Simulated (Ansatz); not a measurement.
Pulling on the P1–O2 bond in PO (multiplicity 2 held). Energies count from the point at 1.480 Å.


R- and RO- levels are restricted; in cc, def2 and unpolarised 6-31G sets they are followed outwards from rest. Unrestricted levels (U-) break spin symmetry where that is lower. Active spaces are followed from rest. Levels need not reach the same state.

Cores are frozen in the correlated methods.

Programs: Ansatz (Gaussian orbitals). 

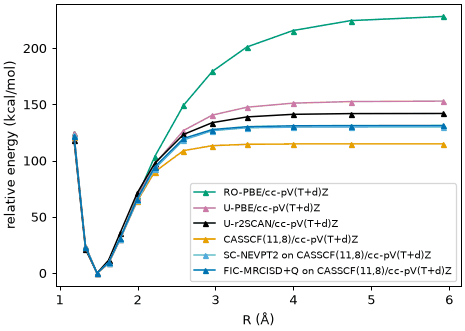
Relative energy along the coordinate

Read off the CASSCF(11,8)/cc-pV(T+d)Z curve at R = 4.735.

about 110 kcal/mol

Doubts at one or more of the structures used: a restricted determinant that unrestricted orbitals would lower (RO-PBE/cc-pV(T+d)Z); a spin-contaminated determinant (U-PBE/cc-pV(T+d)Z, U-r2SCAN/cc-pV(T+d)Z).

Ansatz is a quantum-chemistry and plane-wave program.
